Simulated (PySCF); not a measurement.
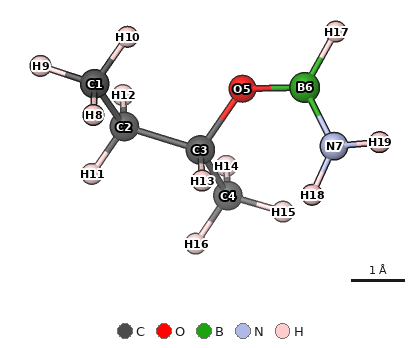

The structure as given in the input (ball-and-stick view, seen at a tilt; atoms are numbered from 1 in the order of the input). Bond lengths as drawn: B–H 1.21 Å, B–N 1.41 Å, B–O 1.36 Å, C–C 1.52 Å, C–H 1.10 to 1.11 Å, C–O 1.41 Å and H–N 1.01 Å.

## Two runs on C4H12BNO

System: C4H12BNO.
Method of the first run: GIAO PBE0/pcSseg-1 NMR shielding, non-relativistic, IEF-PCM water (PySCF 2.14.0).

The geometry comes from this level: PBE0-D3(BJ)/def2-SVP. Text and figures count atoms from 1; the logs count them from 0 in places.

### The input, the first run
```
{"job": {"kind": "nmr", "xc": "PBE0", "basis": "pcSseg-1", "solvent": "water", "pop": false}, "charge": 0, "multiplicity": 1}
C     -1.663543     1.455902     0.779798
C     -1.559090    -0.005906     0.382706
C     -0.126624    -0.516757     0.335166
C     -0.048184    -1.997162     0.002118
O      0.572920     0.238729    -0.633279
B      1.923528     0.430720    -0.603805
N      2.774183    -0.087747     0.388824
H     -1.268509     1.624345     1.794976
H     -2.707404     1.802986     0.766288
H     -1.085860     2.084421     0.086477
H     -2.129900    -0.638371     1.083220
H     -2.003429    -0.159747    -0.615857
H      0.327057    -0.342961     1.333359
H     -0.498156    -2.184119    -0.984810
H      0.996885    -2.339482    -0.031672
H     -0.586240    -2.599188     0.749727
H      2.396898     1.093902    -1.499318
H      2.474300    -0.646680     1.175676
H      3.765039     0.105130     0.381515
```

The first line tells a small driver script what to run in PySCF; the rest is the geometry in Å.

Command:
```bash
OMP_NUM_THREADS=1 python <driver script> task.json out
```

Hardware: 1 CPU thread, shared host.

### Output (the first run)
```
coarse grid: 15024 points
cycle   1  E = -314.0179355760  dE =  5.931e-01  |g| = 6.872e-01  |ddm| = 3.556e+00
cycle   2  E = -313.9486510871  dE =  6.928e-02  |g| = 9.355e-01  |ddm| = 1.134e+00
cycle   3  E = -314.1136079412  dE = -1.650e-01  |g| = 1.159e-01  |ddm| = 6.973e-01
cycle   4  E = -314.1159354206  dE = -2.327e-03  |g| = 3.654e-02  |ddm| = 8.466e-02
cycle   5  E = -314.1161860073  dE = -2.506e-04  |g| = 1.108e-02  |ddm| = 2.707e-02
cycle   6  E = -314.1162114787  dE = -2.547e-05  |g| = 2.657e-03  |ddm| = 8.049e-03
cycle   7  E = -314.1162129690  dE = -1.490e-06  |g| = 4.766e-04  |ddm| = 1.893e-03
final grid: 142704 points
cycle   8  E = -314.1645789687  dE = -4.374e-05  |g| = 1.216e-02  |ddm| = 3.162e-02
cycle   9  E = -314.1645508019  dE =  2.817e-05  |g| = 1.739e-02  |ddm| = 1.805e-02
cycle  10  E = -314.1646098254  dE = -5.902e-05  |g| = 1.763e-03  |ddm| = 1.043e-02
cycle  11  E = -314.1646104976  dE = -6.722e-07  |g| = 1.941e-04  |ddm| = 1.403e-03
cycle  12  E = -314.1646105048  dE = -7.171e-09  |g| = 8.159e-05  |ddm| = 2.151e-04
cycle  13  E = -314.1646105063  dE = -1.514e-09  |g| = 1.967e-05  |ddm| = 6.896e-05
cycle  14  E = -314.1646105064  dE = -7.458e-11  |g| = 6.557e-06  |ddm| = 1.745e-05
converged SCF energy = -314.1646105064

GIAO shielding tensors (ppm)
atom      isotropic    diamagn.    paramagn.     s11        s22        s33       span
  0 C      172.195     246.840     -74.644    158.898    171.476    186.211     27.313
  1 C      150.809     247.803     -96.994    138.669    143.258    170.501     31.832
  2 C      114.519     246.360    -131.841     88.745    113.506    141.306     52.561
  3 C      160.966     248.569     -87.604    140.638    156.159    186.099     45.460
  4 O      189.836     399.135    -209.298     98.455    172.227    298.826    200.371
  5 B       75.324     197.307    -121.983     46.323     80.422     99.227     52.903
  6 N      183.782     320.819    -137.037    104.411    217.318    229.617    125.206
  7 H       30.511      29.798       0.713     26.345     28.449     36.739     10.394
  8 H       30.212      27.700       2.512     25.541     27.321     37.774     12.234
  9 H       30.003      30.675      -0.671     25.005     30.059     34.946      9.941
 10 H       29.896      30.978      -1.082     24.737     29.768     35.182     10.445
 11 H       29.996      31.502      -1.506     25.899     29.853     34.235      8.336
 12 H       27.584      34.895      -7.311     25.170     28.161     29.420      4.250
 13 H       30.295      30.401      -0.106     27.059     28.383     35.444      8.385
 14 H       29.672      30.794      -1.122     24.554     29.546     34.917     10.363
 15 H       30.221      29.770       0.451     26.049     27.836     36.777     10.728
 16 H       27.192      30.839      -3.647     24.128     27.075     30.373      6.245
 17 H       28.035      33.348      -5.313     22.000     27.510     34.596     12.596
 18 H       27.863      28.651      -0.787     23.126     23.946     36.518     13.392
```

For the second run the input was changed thus:
```diff
-"solvent": "water"
-"pop": false
+"solvent": "dichloromethane"
+"pop": true
```

What does this change do to the results?

The total energy of the second run is 0.9 kcal/mol higher: the change of the electrostatic solvation energy at this fixed geometry, without cavity or dispersion terms. The dipole moment goes from 3.46 to 3.27 D. Of all shieldings, the largest change is that of N7, by +0.9 ppm. The number of SCF iterations is the same.

### Output (the second run)
```
coarse grid: 15024 points
cycle   1  E = -314.0155814294  dE =  5.954e-01  |g| = 6.896e-01  |ddm| = 3.556e+00
cycle   2  E = -313.9436829036  dE =  7.190e-02  |g| = 9.442e-01  |ddm| = 1.158e+00
cycle   3  E = -314.1120992761  dE = -1.684e-01  |g| = 1.188e-01  |ddm| = 7.162e-01
cycle   4  E = -314.1145489748  dE = -2.450e-03  |g| = 3.697e-02  |ddm| = 8.670e-02
cycle   5  E = -314.1148054880  dE = -2.565e-04  |g| = 1.126e-02  |ddm| = 2.756e-02
cycle   6  E = -314.1148319433  dE = -2.646e-05  |g| = 2.672e-03  |ddm| = 8.187e-03
cycle   7  E = -314.1148334478  dE = -1.505e-06  |g| = 4.809e-04  |ddm| = 1.885e-03
final grid: 142704 points
cycle   8  E = -314.1632094500  dE = -4.366e-05  |g| = 1.218e-02  |ddm| = 3.166e-02
cycle   9  E = -314.1631809674  dE =  2.848e-05  |g| = 1.744e-02  |ddm| = 1.815e-02
cycle  10  E = -314.1632403888  dE = -5.942e-05  |g| = 1.778e-03  |ddm| = 1.052e-02
cycle  11  E = -314.1632410726  dE = -6.838e-07  |g| = 1.974e-04  |ddm| = 1.429e-03
cycle  12  E = -314.1632410800  dE = -7.378e-09  |g| = 8.281e-05  |ddm| = 2.190e-04
cycle  13  E = -314.1632410815  dE = -1.558e-09  |g| = 1.979e-05  |ddm| = 7.017e-05
cycle  14  E = -314.1632410816  dE = -7.662e-11  |g| = 6.443e-06  |ddm| = 1.753e-05
converged SCF energy = -314.1632410816

GIAO shielding tensors (ppm)
atom      isotropic    diamagn.    paramagn.     s11        s22        s33       span
  0 C      172.084     246.731     -74.647    158.705    171.441    186.106     27.401
  1 C      150.724     247.724     -97.000    138.487    143.282    170.404     31.917
  2 C      114.539     246.325    -131.786     88.979    113.645    140.993     52.014
  3 C      160.906     248.507     -87.602    140.595    156.131    185.990     45.395
  4 O      189.109     398.881    -209.772     97.223    171.533    298.572    201.349
  5 B       75.281     197.288    -122.007     46.693     79.793     99.358     52.666
  6 N      184.638     320.754    -136.117    106.600    217.206    230.107    123.507
  7 H       30.549      29.816       0.733     26.391     28.499     36.756     10.365
  8 H       30.225      27.695       2.530     25.557     27.340     37.779     12.222
  9 H       29.937      30.584      -0.646     24.931     29.985     34.896      9.965
 10 H       29.947      31.021      -1.074     24.796     29.841     35.203     10.407
 11 H       29.955      31.450      -1.495     25.867     29.799     34.200      8.333
 12 H       27.649      34.964      -7.315     25.247     28.244     29.457      4.210
 13 H       30.253      30.353      -0.100     27.015     28.332     35.411      8.396
 14 H       29.691      30.805      -1.114     24.578     29.571     34.923     10.345
 15 H       30.270      29.818       0.452     26.113     27.902     36.795     10.681
 16 H       27.163      30.777      -3.614     24.087     27.036     30.366      6.278
 17 H       28.163      33.466      -5.303     22.123     27.675     34.691     12.568
 18 H       27.967      28.750      -0.783     23.214     24.067     36.620     13.406
```

### The two runs side by side

```csv
quantity,the first run,the second run
outcome,converged,converged
total energy (hartree),−314.164611,−314.163241
HOMO (eV),−7.60,−7.60
LUMO (eV),1.39,1.39
dipole moment (D),3.46,3.27
shielding of C1 (ppm),172.2,172.1
shielding of C2 (ppm),150.8,150.7
shielding of O5 (ppm),189.8,189.1
shielding of N7 (ppm),183.8,184.6
shielding of H10 (ppm),30.0,29.9
shielding of H18 (ppm),28.0,28.2
shielding of H19 (ppm),27.9,28.0
SCF iterations,14,14
basis functions,179,179
wall time (shared host),37 s,41 s
```
